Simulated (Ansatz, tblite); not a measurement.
# The cluster Si₄H₆: spin states and exact exchange

Is the singlet the ground state of the cluster Si₄H₆? Other spin states are computed and compared level by level.

Computed with Ansatz 0.2.0, Gaussian basis. Level: as each input shows.

The runs, in order: triplet, at the geometry of the singlet (GFN1-xTB, GFN2-xTB, PBE0-D4/def2-TZVP, PBE-D4/def2-TZVP, r2SCAN-D4/def2-TZVP); the singlet's energies come from earlier runs.

## 1. The relaxed structure

The geometry is that of the singlet, from an earlier relaxation (PBE-D4/def2-SVP). At that level it is the lowest of the isomers that a small search found.

10 atoms, charge 0, spin multiplicity 1.

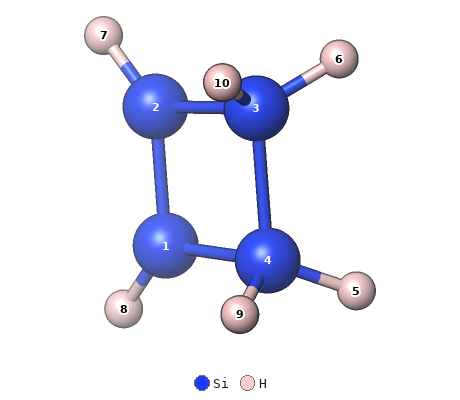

The geometry (silicon blue, hydrogen pink); atoms are numbered from 1 in the order of the file.

## 2. Triplet at the fixed geometry, GFN1-xTB

Tight binding, by tblite at 300 K electronic temperature and without a spin-polarisation term:

```python
tblite.interface.Calculator('GFN1-xTB', numbers, positions, charge=0, uhf=2).singlepoint()
```

Energy -283.5935 eV; 0.005 s.

## 3. Triplet at the fixed geometry, GFN2-xTB

Tight binding, by tblite at 300 K electronic temperature and without a spin-polarisation term:

```python
tblite.interface.Calculator('GFN2-xTB', numbers, positions, charge=0, uhf=2).singlepoint()
```

Energy -266.2598 eV; 0.005 s.

## 4. Triplet at the fixed geometry, PBE0-D4/def2-TZVP

in.yaml

```yaml
crystal:
  periodic: [false, false, false]
  atoms:
    - {symbol: Si, position_ang: [-0.184874, -0.595718, 1.684635]}
    - {symbol: Si, position_ang: [1.286620, 0.818575, 0.949494]}
    - {symbol: Si, position_ang: [0.462585, 0.703507, -1.225221]}
    - {symbol: Si, position_ang: [-1.150526, -0.842730, -0.419687]}
    - {symbol: H, position_ang: [-2.578612, -0.374734, -0.545303]}
    - {symbol: H, position_ang: [-0.119307, 1.981575, -1.775002]}
    - {symbol: H, position_ang: [2.413174, 1.585848, 1.584510]}
    - {symbol: H, position_ang: [-0.482678, -1.195315, 3.031071]}
    - {symbol: H, position_ang: [-1.053640, -2.218968, -1.028729]}
    - {symbol: H, position_ang: [1.407257, 0.137959, -2.255768]}
basis:
  gaussian: {orbitals: def2-TZVP}
magnetization: {spin_polarized: true, initial_magnetization: 2}
hamiltonian: {xc: pbe0, dispersion: d4}
scf: {omitted_lower_state_checks: [starts]}
output: {orbitals: {seedname: orbitals}}
```

Started as:

```bash
> ansatz run in.yaml --threads 4 --pin off --events-out ev --progress --plain --max-ram 3916MiB
```

Output:

```text
Functional definition: PBE0
  name "PBE0"
  cite "Adamo & Barone, J. Chem. Phys. 110, 6158 (1999) doi:10.1063/1.478522"
  cite "Perdew, Burke & Ernzerhof, Phys. Rev. Lett. 77, 3865 (1996) doi:10.1103/PhysRevLett.77.3865"
  parent pbe
  parameter a = 0.25
  parameter kappa = 0.804
  parameter beta = 0.06672455060314922
  exchange = (1 - a)*pbe_x(kappa = kappa, mu = beta*pi^2/3) + a*exact_x
  correlation = pbe_c(beta = beta)
these checks for a lower state are left out or cut short: starts
1336 factors; their error is unknown
mean field evaluation 1: about -31591.5527 eV, gradient 1.1e1 eV
mean field evaluation 2: about -31591.8801 eV, gradient 9.8e0 eV
mean field evaluation 4: about -31592.5620 eV, gradient 3.3e-1 eV
mean field evaluation 8: about -31592.5631 eV, gradient 6.2e-2 eV
mean field evaluation 16: about -31592.6953 eV, gradient 9.3e-5 eV
mean field -31592.69531673 eV, -1161.0101385917 hartree, gradient 3.2e-5 eV, S^2 2.015953; 0 other end points of the search recorded, 0 dependent functions left out
reference -31592.69535580 eV, -1161.0101400275 hartree; 32, 30 occupied and 152, 154 virtual orbitals, 1336 factors
Total energy: -31593.00110017 eV, -1161.0213759261 hartree
Checks for a lower state left out: starts
```

Wall time 4.3 s (4 threads of Arm Neoverse V2, shared host); peak memory 0.65 GiB.

From the report: HOMO -4.29 eV, LUMO -3.78 eV (over both spins); ⟨S²⟩ 2.016 (pure: 2.00).

## 5. Triplet at the fixed geometry, PBE-D4/def2-TZVP

start.molden holds the orbitals of an earlier run on this state, given as this run's starting guess.

in.yaml: that of step 4 with these lines changed.

```diff
@@ -14,5 +14,5 @@
 basis:
-  gaussian: {orbitals: def2-TZVP}
+  gaussian: {orbitals: def2-TZVP, initial_orbitals: start.molden}
 magnetization: {spin_polarized: true, initial_magnetization: 2}
-hamiltonian: {xc: pbe0, dispersion: d4}
+hamiltonian: {xc: pbe, dispersion: d4}
 scf: {omitted_lower_state_checks: [starts]}
```

Same command.

Output:

```text
Functional definition: PBE
  name "PBE"
  cite "Perdew, Burke & Ernzerhof, Phys. Rev. Lett. 77, 3865 (1996) doi:10.1103/PhysRevLett.77.3865"
  parent pbe
  parameter kappa = 0.804
  parameter beta = 0.06672455060314922
  exchange = pbe_x(kappa = kappa, mu = beta*pi^2/3)
  correlation = pbe_c(beta = beta)
these checks for a lower state are left out or cut short: starts
1272 factors; their error is unknown
mean field evaluation 1: about -31589.4546 eV, gradient 8.6e0 eV
mean field evaluation 2: about -31589.5701 eV, gradient 1.7e-1 eV
mean field evaluation 4: about -31589.5480 eV, gradient 7.8e-4 eV
mean field -31589.54801624 eV, -1160.8944774320 hartree, gradient 5.7e-6 eV, S^2 2.012278; 0 other end points of the search recorded, 0 dependent functions left out
reference -31589.54806781 eV, -1160.8944793272 hartree; 32, 30 occupied and 152, 154 virtual orbitals, 1272 factors
Total energy: -31589.90458601 eV, -1160.9075811294 hartree
Checks for a lower state left out: starts
```

It took 3 s on 4 threads of Arm Neoverse V2, shared host.

Report: HOMO -3.45 eV, LUMO -4.64 eV (over both spins; with the spin held, an empty level of the minority spin lies below the top filled one); ⟨S²⟩ 2.012 (pure: 2.00).

## 6. Triplet at the fixed geometry, r2SCAN-D4/def2-TZVP

in.yaml: that of step 5 with these lines changed.

```diff
@@ -16,3 +16,3 @@
 magnetization: {spin_polarized: true, initial_magnetization: 2}
-hamiltonian: {xc: pbe, dispersion: d4}
+hamiltonian: {xc: r2scan, dispersion: d4}
 scf: {omitted_lower_state_checks: [starts]}
```

The command is unchanged.

Output:

```text
Functional definition: r2SCAN
  name "r2SCAN"
  cite "Furness, Kaplan, Ning, Perdew & Sun, J. Phys. Chem. Lett. 11, 8208 (2020) doi:10.1021/acs.jpclett.0c02405"
  cite "Furness, Kaplan, Ning, Perdew & Sun, J. Phys. Chem. Lett. 11, 9248 (2020) doi:10.1021/acs.jpclett.0c03077"
  parent r2scan
  parameter k0 = 0.174
  parameter k1 = 0.065
  parameter a1 = 4.9479
  exchange = r2scan_x(k0 = k0, k1 = k1, a1 = a1)
  correlation = r2scan_c
these checks for a lower state are left out or cut short: starts
1272 factors; their error is unknown
mean field evaluation 1: about -31603.0744 eV, gradient 5.9e0 eV
mean field evaluation 2: about -31603.1219 eV, gradient 8.1e-2 eV
mean field evaluation 4: about -31603.0986 eV, gradient 2.1e-4 eV
mean field -31603.09859107 eV, -1161.3924518722 hartree, gradient 2.4e-5 eV, S^2 2.023891; 0 other end points of the search recorded, 0 dependent functions left out
reference -31603.09861038 eV, -1161.3924525819 hartree; 32, 30 occupied and 152, 154 virtual orbitals, 1272 factors
Total energy: -31603.17840682 eV, -1161.3953850470 hartree
Checks for a lower state left out: starts
```

Wall time 7.5 s (4 threads of Arm Neoverse V2, shared host).

Report: HOMO -3.72 eV, LUMO -4.32 eV (over both spins; with the spin held, an empty level of the minority spin lies below the top filled one); ⟨S²⟩ 2.024 (pure: 2.00).

## 7. Triplet less singlet, vertical

The singlet's energies are those of its earlier runs, whose logs aren't repeated here.

| level | triplet less singlet, vertical (kJ/mol) | time |
| --- | --- | --- |
| GFN1-xTB | +171.8 | 0.01 s |
| GFN2-xTB | +131.8 | 0.01 s |
| PBE-D4/def2-TZVP | +182.5 | 4.4 s |
| r2SCAN-D4/def2-TZVP | +165.9 | 11 s |
| PBE0-D4/def2-TZVP | +172.7 | 6.1 s |

Times add the two runs; a level without a time comes out of a correlated run. Tight binding without a spin term can't rank spin states.

## 8. What came out

| quantity | value |
| --- | --- |
| triplet less singlet, vertical, functionals in def2-TZVP | +165.9 (r2SCAN-D4) to +182.5 kJ/mol (PBE-D4) |

**Reading.** All functionals put the triplet above the singlet, over a spread of 16.6 kJ/mol. The checks for a lower triplet were left out, so another state of that spin may lie lower. These are electronic energies, without zero-point motion, entropy or surroundings.
